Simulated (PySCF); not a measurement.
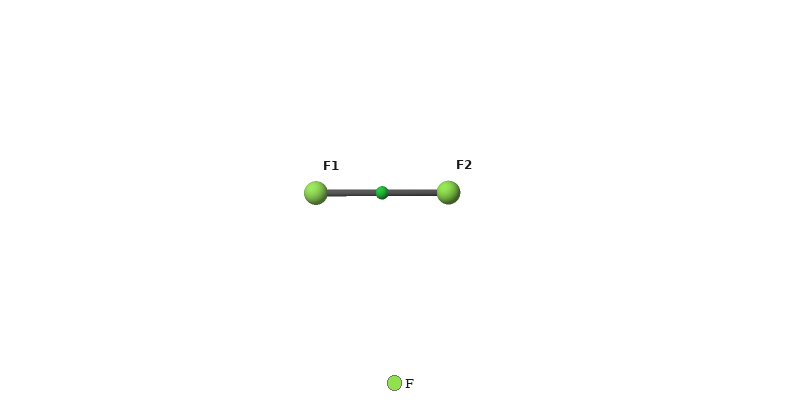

F2, SMILES `FF`. Molecular graph of the electron density (QTAIM): bond paths, bond critical points (green), ring points (magenta, if any); weak paths are dashed.

Level of theory: PBE0/def2-TZVP (PySCF), at a geometry from GFN2-xTB. No frequency check shows the geometry to be a minimum.

Q: How many critical points of each kind are there, and does the count close?

A: 2 nuclei, 1 bond, 0 ring and 0 cage critical points: 2 − 1 + 0 − 0 = 1, as the Poincaré–Hopf relation requires.

Q: What does the calculation give at each kind of bond critical point?

A:
```json
{"bond": "F1–F2", "length (Å)": "1.403", "ρ (a.u.)": "0.292", "∇²ρ (a.u.)": "+0.53", "ε": "0.00", "H (a.u.)": "−0.149"}
```

Q: What kind of interaction is F1–F2?

A: Intermediate (positive Laplacian, negative energy density H), as between two electron-rich atoms of one element: ρ = 0.292, ∇²ρ = +0.53, H = −0.149 a.u.
